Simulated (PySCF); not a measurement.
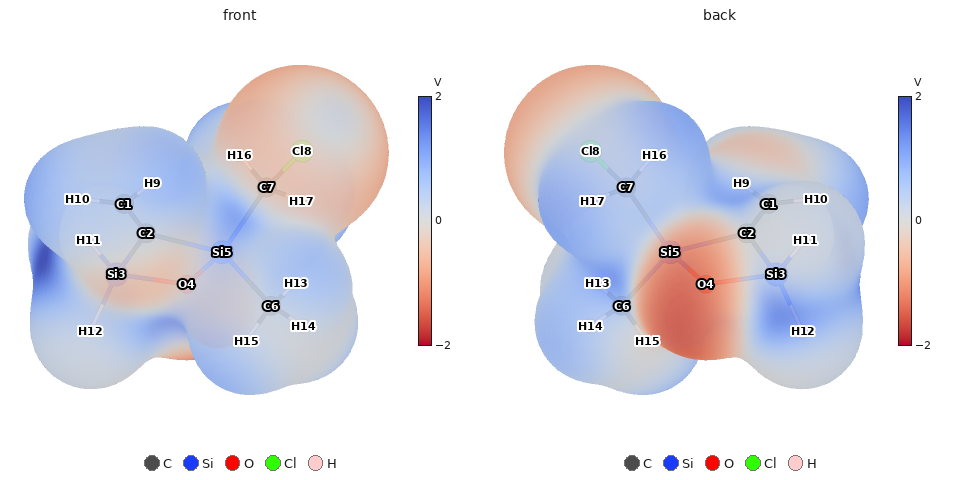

Figure. C4H9ClOSi2. The electrostatic potential painted on the density surface at 0.002 e/bohr³, seen from the front and from behind; the colour scale runs from red (negative) to blue (positive).

Geometry: GFN2-xTB.

These are results of PySCF, PBE0/pcSseg-1, SCF density, gas phase, non-relativistic, not measurements.

| atom | x (Å) | y (Å) | z (Å) |
| --- | --- | --- | --- |
| C | -1.6200 | -1.8174 | -0.4060 |
| C | -1.1969 | -0.5696 | -0.3009 |
| Si | -1.9560 | 1.1742 | -0.3998 |
| O | -0.4320 | 1.7296 | -0.0209 |
| Si | 0.4521 | 0.3109 | 0.0664 |
| C | 1.8658 | 0.2667 | -1.1882 |
| C | 1.1027 | 0.1118 | 1.8494 |
| Cl | 1.9885 | -1.4255 | 1.9766 |
| H | -0.9576 | -2.6631 | -0.2894 |
| H | -2.6542 | -2.0558 | -0.6108 |
| H | -2.8745 | 1.5647 | 0.6583 |
| H | -2.3046 | 1.6369 | -1.7342 |
| H | 2.4542 | -0.6362 | -1.0691 |
| H | 2.5275 | 1.1172 | -1.0521 |
| H | 1.4922 | 0.2947 | -2.2063 |
| H | 0.3055 | 0.0755 | 2.5878 |
| H | 1.8002 | 0.8974 | 2.1294 |

Which sites attract a positive test charge, and which a negative one?

Answer. A positive charge is drawn to the negative regions and a negative charge to the positive ones. The most negative region (about −1.5 V) lies over O4, the most positive (about +1.9 V) over Si3. Cl8 shows a σ-hole: about +0.1 V at the tip opposite its bond, against about −0.4 V on its flanks. O4 is the likeliest acceptor of a hydrogen bond.

What dipole moment does the calculation give?

Answer. Its dipole moment is 1.39 D.
